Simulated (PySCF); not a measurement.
C5H9NOSi (SMILES Cc1coc(N[SiH3])c1)

```yaml
atoms:
  - { symbol: C, position_ang: [3.0196, -0.0563, -0.3299] }
  - { symbol: C, position_ang: [1.5966, 0.1234, 0.0680] }
  - { symbol: C, position_ang: [1.0179, 1.2162, 0.6341] }
  - { symbol: O, position_ang: [-0.2989, 1.0098, 0.8540] }
  - { symbol: C, position_ang: [-0.5755, -0.2474, 0.4226] }
  - { symbol: N, position_ang: [-1.8797, -0.7200, 0.4954] }
  - { symbol: Si, position_ang: [-3.1257, 0.0072, -0.4676] }
  - { symbol: C, position_ang: [0.5496, -0.8316, -0.0707] }
  - { symbol: H, position_ang: [3.4613, -0.8929, 0.2098] }
  - { symbol: H, position_ang: [3.0904, -0.2702, -1.3954] }
  - { symbol: H, position_ang: [3.5898, 0.8430, -0.1125] }
  - { symbol: H, position_ang: [1.4180, 2.1681, 0.9220] }
  - { symbol: H, position_ang: [-2.1354, -1.0131, 1.4285] }
  - { symbol: H, position_ang: [-3.4153, 1.4115, -0.1531] }
  - { symbol: H, position_ang: [-2.6499, -0.1010, -1.8446] }
  - { symbol: H, position_ang: [-4.2880, -0.8295, -0.1792] }
  - { symbol: H, position_ang: [0.6252, -1.8171, -0.4813] }
```

Geometry: GFN2-xTB.

Computed with PySCF, PBE0/pcSseg-1, SCF density, gas phase, non-relativistic.

Q: What can the converged electron density and electron localisation function tell about the bonding?

A: C–O (1.35 Å): ρ is about 2.4 e/Å³ halfway; the ELF peaks at about 0.90 between the atoms; a shared but strongly polarised pair.
C–C (1.36 Å): ρ at the midpoint is about 2.2 e/Å³; the ELF peaks at about 0.95 between the atoms; localised, covalent bonding.
C–N (1.39 Å): ρ is about 2.2 e/Å³ halfway; the ELF peaks at about 0.95 between the atoms (a covalent bond).
C–C (1.42 Å): ρ at the midpoint is about 1.9 e/Å³; the ELF peaks at about 0.95 between the atoms: localised, covalent bonding.

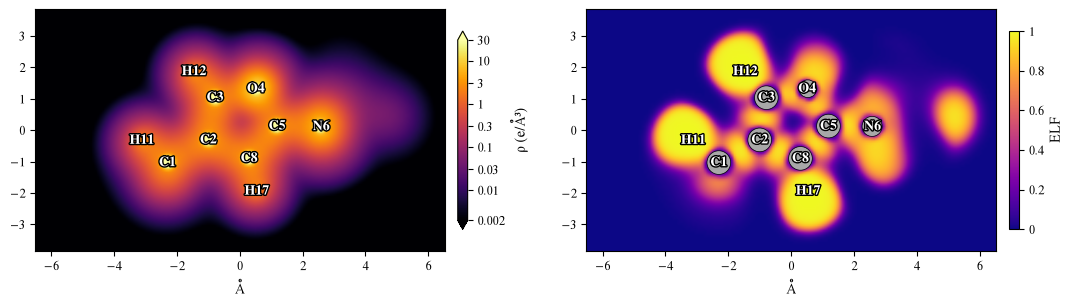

Computed electron density and electron localisation function on the plane of atoms C1, C2 and C8, in this order. Grey discs cover the atomic cores in the ELF map. 
